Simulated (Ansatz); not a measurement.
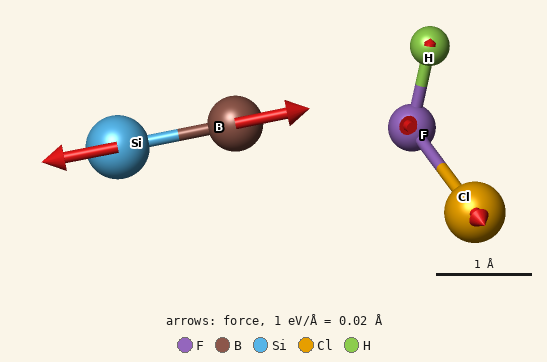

Starting geometry of BSiHClF with the computed forces as red arrows. The picture is a ball-and-stick view, seen at a tilt.

It is one of the separated reactants of a reaction.

Theory: RKS PBE-D4/def2-SVP (Ansatz).

The input:
```yaml
crystal:
  periodic: [false, false, false]
  atoms:
    - {symbol: F, position_ang: [-0.079027, 0.981455, 0.004678]}
    - {symbol: B, position_ang: [0.182096, -0.833968, 0.698199]}
    - {symbol: Si, position_ang: [0.117333, -1.784034, 1.528003]}
    - {symbol: Cl, position_ang: [-1.146435, 0.672693, -1.174180]}
    - {symbol: H, position_ang: [0.723122, 1.027017, -0.422618]}
basis:
  gaussian: {orbitals: def2-SVP}
hamiltonian: {xc: pbe, dispersion: d4}
relax: {f_tol: 0.03, max_steps: 250}
```

Command:
```bash
ansatz run in.yaml --threads 2 --pin off --events-out ev --progress --plain --max-ram 4352MiB
```

### Is this structure relaxed? If not, where do the atoms go?

It isn't relaxed: the largest force vector, on Si3, is 40.91 eV/Å. The final displacements follow the starting forces only in part (cosine between the two patterns 0.35). F1 moves most after the best rigid fit: 1.00 Å. By element the largest moves are F 1.00 Å, B 0.79 Å, Cl 0.64 Å, H 0.44 Å, Si 0.05 Å. Some distances before and after: F1–Cl4 1.620 → 2.800 Å, B2–Cl4 2.746 → 1.765 Å, B2–Si3 1.263 → 1.909 Å, Cl4–H5 2.046 → 2.401 Å. New bonds form: B2–Cl4 (2.75 → 1.77 Å). Bonds break: F1–Cl4 (1.62 → 2.80 Å). After 15 accepted moves (16 points after the start) the energy has fallen by 415.6 kcal/mol. Largest force component: 31 eV/Å at the start, 0.02 eV/Å at the end. The line search rejected the trial step at point 14 of the run.
